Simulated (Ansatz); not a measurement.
Hypothetical Fddd MoSi2: response to strain

Consider MoSi$_{2}$ (space group Fddd, No. 70; a hypothetical phase, not in the database extracts checked).

```cif
data_Mo2Si4
_chemical_formula_sum 'Si4 Mo2'
_space_group_name_H-M_alt 'P 1'
_space_group_IT_number 1
_cell_length_a 5.95158
_cell_length_b 4.94981
_cell_length_c 4.64055
_cell_angle_alpha 76.642
_cell_angle_beta 54.016
_cell_angle_gamma 49.343
loop_
_space_group_symop_operation_xyz
  'x, y, z'
loop_
_atom_site_label
_atom_site_type_symbol
_atom_site_fract_x
_atom_site_fract_y
_atom_site_fract_z
_atom_site_occupancy
Si1 Si 0.66339 0.33661 0.66339 1
Si2 Si 0.33661 0.66339 0.33661 1
Si3 Si 0.58661 0.91339 0.58661 1
Si4 Si 0.91339 0.58661 0.91339 1
Mo1 Mo 0.00000 0.00000 0.00000 1
Mo2 Mo 0.25000 0.25000 0.25000 1
```

Strains are applied to the cell and any free atomic positions relax.

Computed with Ansatz (a quantum-chemistry and plane-wave program), PBE, PAW, cutoff 420 eV, without spin-orbit coupling.

Notes on the quantities. energy relative to the base: free energy F.

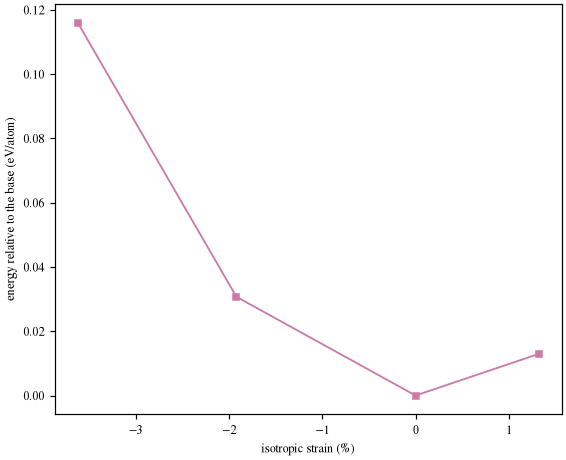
Energy relative to the base against isotropic strain

Q: From the plot, what is the energy relative to the base for isotropic strain −1.92 %?

A: About 0.031 eV/atom.

Q: Is the trend monotonic over the range shown?

A: No, it turns within the range, spanning 0 meV/atom to +116 meV/atom.

Whether these cells are dynamically stable was not tested. The final runs are not spin-polarised.
